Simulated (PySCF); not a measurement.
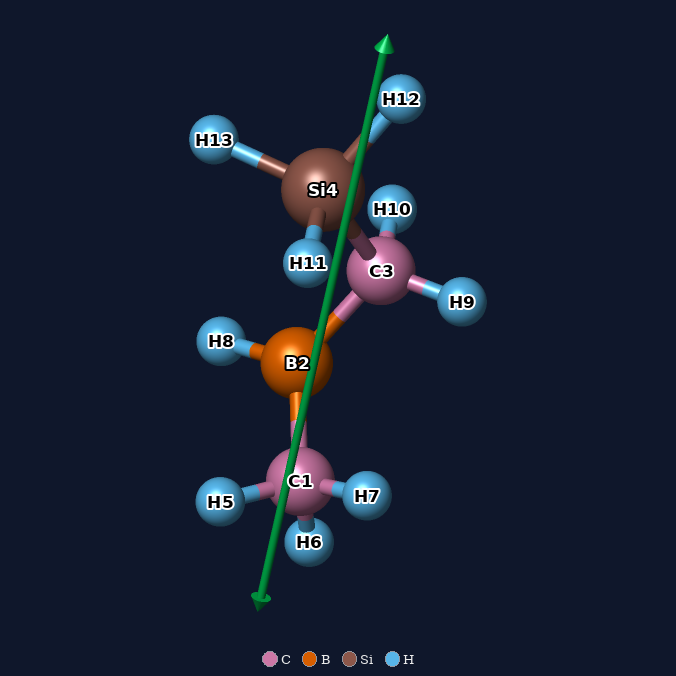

The double arrow shows the direction of the transition dipole to excited singlet state 6 (its length means nothing). The geometry was computed by an optimisation with PBE0-D3(BJ)/def2-SVP. No frequency run is at hand to confirm it as a minimum. Method: TDDFT PBE0/def2-SVPD, vertical, gas phase, core orbitals frozen in the response (PySCF 2.14.0).

**How is the transition polarised?**

Close to the long direction C1···Si4.

**Where does the transition lie, and how strong is it?**

8.00 eV (155 nm), oscillator strength 0.19, of mixed character, with the largest part HOMO−4 → LUMO (weight 0.49); transition dipole 2.47 D.
